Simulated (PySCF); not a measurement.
# Two runs on CH$_{9}$OPSi$_{2}$

System: CH$_{9}$OPSi$_{2}$, SMILES [SiH3]OC[SiH2]P.
Method of run A: GIAO PBE0/6-31G* NMR shielding, non-relativistic, gas phase (PySCF 2.14.0).

The geometry comes from this level: PBE0-D3(BJ)/def2-SVP. Text and figures count atoms from 1; the logs count them from 0 in places.

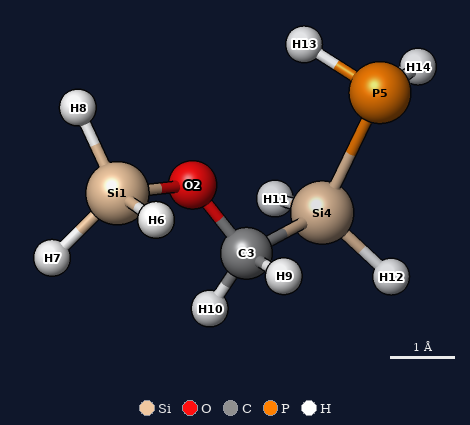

Figure 1. The structure (ball-and-stick view, seen at a tilt; atoms are numbered from 1 in the order of the input). Bond lengths as drawn: C–H 1.11 Å, C–O 1.41 Å, C–Si 1.90 Å, H–P 1.43 Å, H–Si 1.49 to 1.50 Å, O–Si 1.67 Å and P–Si 2.26 Å.

The input, run A:
```
{"job": {"kind": "nmr", "xc": "PBE0", "basis": "6-31G*", "pop": true}, "charge": 0, "multiplicity": 1}
Si     1.611207     1.560578    -0.910814
O      0.541084     0.486516    -0.211729
C     -0.374941    -0.280611    -0.966756
Si    -1.394173    -1.310426     0.262509
P     -2.179491     0.172574     1.776792
H      0.872288     2.583866    -1.714881
H      2.563442     0.843171    -1.815545
H      2.347821     2.206746     0.207429
H     -1.055631     0.365463    -1.555900
H      0.143554    -0.940088    -1.690533
H     -0.541069    -2.383316     0.859292
H     -2.546614    -1.949542    -0.446582
H     -0.909547     0.307714     2.413039
H     -2.640556    -0.830489     2.684775
```

The first line tells a small driver script what to run in PySCF; the rest is the geometry in Å.

Command:
```bash
OMP_NUM_THREADS=1 python <driver script> task.json out
```

Hardware: 1 CPU thread, shared host.

Output (run A):
```
coarse grid: 12624 points
cycle   1  E = -1038.5105619192  dE =  1.090e-01  |g| = 6.018e-01  |ddm| = 3.185e+00
cycle   2  E = -1038.3745546719  dE =  1.360e-01  |g| = 1.022e+00  |ddm| = 1.486e+00
cycle   3  E = -1038.5838206758  dE = -2.093e-01  |g| = 5.128e-02  |ddm| = 1.020e+00
cycle   4  E = -1038.5843610654  dE = -5.404e-04  |g| = 2.081e-02  |ddm| = 8.881e-02
cycle   5  E = -1038.5845174463  dE = -1.564e-04  |g| = 4.385e-03  |ddm| = 3.899e-02
cycle   6  E = -1038.5845238965  dE = -6.450e-06  |g| = 6.144e-04  |ddm| = 7.080e-03
final grid: 106544 points
cycle   7  E = -1038.5182226014  dE = -5.747e-06  |g| = 7.319e-03  |ddm| = 1.657e-02
cycle   8  E = -1038.5182122665  dE =  1.033e-05  |g| = 1.035e-02  |ddm| = 1.377e-02
cycle   9  E = -1038.5182344637  dE = -2.220e-05  |g| = 8.733e-04  |ddm| = 7.868e-03
cycle  10  E = -1038.5182346494  dE = -1.857e-07  |g| = 1.104e-04  |ddm| = 9.804e-04
cycle  11  E = -1038.5182346524  dE = -2.935e-09  |g| = 3.594e-05  |ddm| = 1.673e-04
cycle  12  E = -1038.5182346528  dE = -3.733e-10  |g| = 8.659e-06  |ddm| = 5.657e-05
converged SCF energy = -1038.5182346528

GIAO shielding tensors (ppm)
atom      isotropic    diamagn.    paramagn.     s11        s22        s33       span
  0 Si     414.842     881.236    -466.394    369.139    374.057    501.331    132.192
  1 O      340.559     393.004     -52.445    302.766    338.249    380.663     77.896
  2 C      141.415     244.505    -103.091    114.537    120.167    189.541     75.004
  3 Si     432.832     881.589    -448.757    398.739    435.743    464.013     65.275
  4 P      631.203     966.848    -335.644    586.547    594.937    712.126    125.579
  5 H       26.930      29.134      -2.204     23.592     25.418     31.780      8.189
  6 H       26.899      29.096      -2.196     23.492     25.190     32.016      8.524
  7 H       26.889      29.496      -2.607     23.395     25.291     31.979      8.584
  8 H       28.588      29.615      -1.028     24.304     28.174     33.285      8.981
  9 H       28.343      29.452      -1.110     23.763     28.089     33.177      9.414
 10 H       27.156      29.615      -2.459     23.585     25.393     32.490      8.905
 11 H       27.554      28.652      -1.098     24.373     25.429     32.860      8.487
 12 H       30.036      30.662      -0.626     24.283     28.712     37.113     12.829
 13 H       30.507      28.671       1.837     25.790     26.746     38.985     13.195
```

The input of run B differs as follows (lines with − go, lines with + come):
```diff
-"basis": "6-31G*"
+"basis": "cc-pVDZ"
```

Predict how the results change.

The total energy of run B is 38.1 kcal/mol lower, which measures the change of basis and not a stability. The dipole moment goes from 1.38 to 1.16 D. Of all shieldings, the largest change is that of Si1, by +24.1 ppm. The number of SCF iterations is the same. The basis functions go from 100 to 127.

Output (run B):
```
coarse grid: 12624 points
cycle   1  E = -1038.4907969374  dE =  1.526e-01  |g| = 5.995e-01  |ddm| = 6.248e+00
cycle   2  E = -1038.3511719285  dE =  1.396e-01  |g| = 1.030e+00  |ddm| = 2.127e+00
cycle   3  E = -1038.5616207878  dE = -2.104e-01  |g| = 5.369e-02  |ddm| = 1.312e+00
cycle   4  E = -1038.5622285257  dE = -6.077e-04  |g| = 2.010e-02  |ddm| = 1.439e-01
cycle   5  E = -1038.5623704904  dE = -1.420e-04  |g| = 4.590e-03  |ddm| = 6.647e-02
cycle   6  E = -1038.5623781580  dE = -7.668e-06  |g| = 6.227e-04  |ddm| = 1.277e-02
final grid: 106544 points
cycle   7  E = -1038.5789374102  dE = -5.421e-06  |g| = 6.639e-03  |ddm| = 3.811e-02
cycle   8  E = -1038.5789282653  dE =  9.145e-06  |g| = 9.586e-03  |ddm| = 2.229e-02
cycle   9  E = -1038.5789466958  dE = -1.843e-05  |g| = 7.996e-04  |ddm| = 1.248e-02
cycle  10  E = -1038.5789468515  dE = -1.557e-07  |g| = 1.292e-04  |ddm| = 1.533e-03
cycle  11  E = -1038.5789468558  dE = -4.289e-09  |g| = 3.110e-05  |ddm| = 3.076e-04
cycle  12  E = -1038.5789468561  dE = -2.779e-10  |g| = 8.482e-06  |ddm| = 9.173e-05
converged SCF energy = -1038.5789468561

GIAO shielding tensors (ppm)
atom      isotropic    diamagn.    paramagn.     s11        s22        s33       span
  0 Si     438.939     881.863    -442.924    395.472    398.810    522.536    127.064
  1 O      346.057     388.130     -42.073    312.134    342.967    383.069     70.935
  2 C      142.236     242.651    -100.415    112.193    121.480    193.035     80.843
  3 Si     453.065     883.389    -430.325    418.634    453.107    487.453     68.819
  4 P      652.890     967.150    -314.260    609.078    623.945    725.646    116.568
  5 H       26.589      29.244      -2.655     23.242     25.024     31.500      8.259
  6 H       26.546      29.201      -2.654     23.173     24.697     31.769      8.596
  7 H       26.524      29.581      -3.057     22.944     24.951     31.677      8.733
  8 H       27.778      29.999      -2.221     23.276     27.435     32.623      9.347
  9 H       27.516      29.822      -2.306     22.942     27.327     32.279      9.337
 10 H       26.616      29.909      -3.293     22.914     24.699     32.236      9.322
 11 H       27.074      28.764      -1.690     23.844     24.822     32.558      8.713
 12 H       29.553      30.325      -0.772     23.740     28.291     36.629     12.889
 13 H       30.024      27.973       2.051     25.199     26.355     38.518     13.318
```

The two runs side by side:

```tsv
quantity	run A	run B
outcome	converged	converged
total energy (hartree)	−1038.518235	−1038.578947
HOMO (eV)	−7.33	−7.34
LUMO (eV)	0.30	0.32
dipole moment (D)	1.38	1.16
shielding of Si1 (ppm)	414.8	438.9
shielding of O2 (ppm)	340.6	346.1
shielding of C3 (ppm)	141.4	142.2
shielding of Si4 (ppm)	432.8	453.1
shielding of P5 (ppm)	631.2	652.9
shielding of H9 (ppm)	28.6	27.8
shielding of H10 (ppm)	28.3	27.5
SCF iterations	12	12
basis functions	100	127
wall time (shared host)	15 s	20 s
```
